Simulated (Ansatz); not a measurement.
Species, as SMILES: P (PH3).
Atoms: P1, H2, H3, H4. Bonds: P1-H2, P1-H3, P1-H4.

Basis-set convergence of the optimised P1-H2 bond length at B3LYP with Ansatz (a first-principles code). Cartesian d functions, on some or all atoms, in 6-31+G*, 6-311G**, 6-311+G**; all else is spherical. The program fits the integrals of some runs and decomposes those of others, by size. No added dispersion term, no relativity. Reference: the value in aug-cc-pV(Q+d)Z, 1.4167 Å, itself unsure by roughly 0.0008 Å (its mean distance from def2-QZVPPD, pcseg-3, def2-QZVPP). Deviations are taken from unrounded values. Cost is core time over that of aug-pcseg-1, rough, on shared machines of one kind; a dash marks a row that isn't timed (too short, read off another run, short of memory, by another algorithm or on other hardware). It counts the whole optimisation.

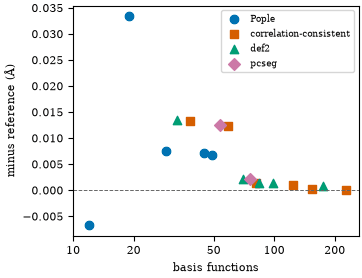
*Deviation from the reference against the number of basis functions, by family of sets.*

```tsv
basis	functions	optimised P1-H2 bond length (Å)	minus reference (Å)	cost
STO-3G	12	1.4099	-0.0067	-
6-31G	19	1.4501	0.0334	-
6-31+G*	29	1.4242	0.0075	0.7×
def2-SVP	33	1.4301	0.0134	0.5×
cc-pV(D+d)Z	38	1.4300	0.0133	0.7×
6-311G**	45	1.4237	0.0071	-
6-311+G**	49	1.4235	0.0068	0.5×
aug-pcseg-1	54	1.4293	0.0126	1×
aug-cc-pV(D+d)Z	59	1.4289	0.0122	1×
def2-TZVPD	70	1.4188	0.0021	1×
pcseg-2	76	1.4188	0.0021	0.9×
cc-pV(T+d)Z	81	1.4180	0.0013	0.9×
def2-TZVPP	84	1.4181	0.0014	1×
def2-TZVPPD	99	1.4180	0.0013	1×
aug-cc-pV(T+d)Z	124	1.4177	0.0010	2×
cc-pV(Q+d)Z	154	1.4168	0.0002	2×
def2-QZVPPD	175	1.4174	0.0008	3×
aug-cc-pV(Q+d)Z	227	1.4167	0.0000	5×
```
